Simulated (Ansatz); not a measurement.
# CH₃F₂In: small, medium and large basis sets

How large a basis does CH₃F₂In need? Two functionals are run in growing sets.

Method: one geometry, several basis sets; program: Ansatz 0.2.0, Gaussian basis.

Plan: PBE0-D4/def2-SVP; ωB97M-V/def2-SVP; PBE0-D4/def2-QZVPP; ωB97M-V/def2-QZVPP; the functionals' def2-TZVPP values are taken from earlier runs.

## (1) Structure used throughout

The geometry comes from an earlier relaxation with PBE0-D4 in a triple-zeta def2 set; it is a stationary point, not always the lowest conformer. In takes the def2 core potential; no spin-orbit term is included.

SMILES `F[CH](F)[InH2]`, 7 atoms, charge 0, spin multiplicity 1.

Atoms are counted from 1 here; the program's logs count them from 0.

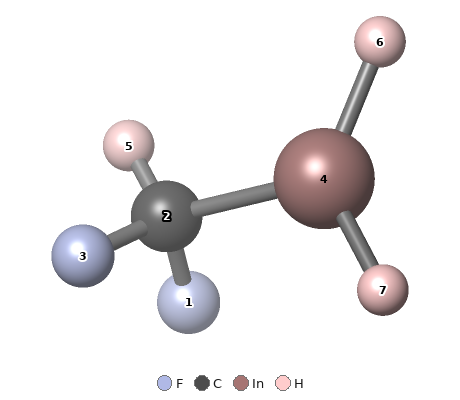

The structure; fluorine light blue, carbon dark grey, indium brown, hydrogen pink; atoms are numbered from 1 in the order of the file.

## (2) PBE0-D4 in def2-SVP

Input file in.yaml:

```yaml
crystal:
  periodic: [false, false, false]
  atoms:
    - {symbol: F, position_ang: [0.091267, -1.779396, 0.691588]}
    - {symbol: C, position_ang: [0.570940, -0.496628, 0.620479]}
    - {symbol: F, position_ang: [1.824522, -0.568250, 0.069141]}
    - {symbol: In, position_ang: [-0.745252, 0.711803, -0.688685]}
    - {symbol: H, position_ang: [0.701165, -0.152507, 1.652313]}
    - {symbol: H, position_ang: [-1.504625, 2.114511, -0.036992]}
    - {symbol: H, position_ang: [-0.938026, 0.170477, -2.307834]}
basis:
  gaussian: {orbitals: def2-SVP}
hamiltonian: {xc: pbe0, dispersion: d4}
output: {orbitals: {seedname: orbitals}}
```

Run with:

```sh
ansatz run in.yaml --threads 2 --pin off --events-out ev --progress --plain --max-ram 4352MiB
```

The runs that follow: ωB97M-V in def2-SVP; PBE0-D4 in def2-QZVPP; ωB97M-V in def2-QZVPP.

Q: Predict the results of all the runs planned. Wanted: PBE0-D4: double and triple zeta above quadruple; ωB97M-V: double and triple zeta above quadruple.

**Answer**, as computed:

| quantity | value |
| --- | --- |
| PBE0-D4: double and triple zeta above quadruple | 8.58, 0.39 eV |
| ωB97M-V: double and triple zeta above quadruple | 8.78, 0.38 eV |

For PBE0-D4 the step from double to triple zeta gains 8.19 eV and the next only 0.39 eV. These are total energies; as a rule much of such shifts cancels in differences, which this series doesn't test.
